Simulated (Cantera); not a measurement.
Charge: 1 mol Fe2O3, 0.12 mol SO3, 1.2 mol O2, a varied amount of H2S, at 1275 °C and 6400 Pa.

These are equilibrium values from Cantera (NASA tables, ideal gas, pure condensed phases), not measurements of a reactor. Candidate condensed phases: Fe, FeO, Fe(OH)2, Fe(OH)3, FeS, FeSO4, FeS2, Fe2O3, Fe2(SO4)3, Fe3O4, H2O, H2SO4, S; 22 gas species. Mutual solubility and eutectic melting of coexisting phases are not modelled. The tables' stoichiometric FeO is somewhat more stable than real wüstite, so its field is too wide. FeO: taken at fixed stoichiometry. Kinetics and transport are ignored.

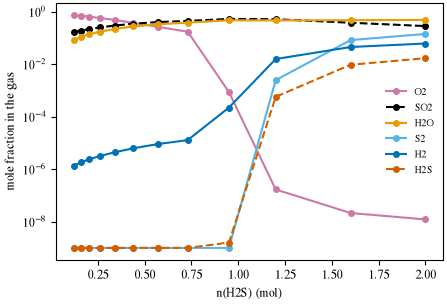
Equilibrium gas composition (values under 1e-9 drawn at 1e-9)

From 0.12 mol H2S to 0.44 mol H2S the condensed part is Fe2O3(s). At 0.57 mol H2S the condensed part is Fe2O3(s) + Fe3O4(s). From 0.73 mol H2S to 0.95 mol H2S the condensed part is Fe3O4(s). From 1.2 mol H2S to 2 mol H2S the condensed part is FeO(s). The main Fe-bearing gas is Fe(OH)2 throughout.
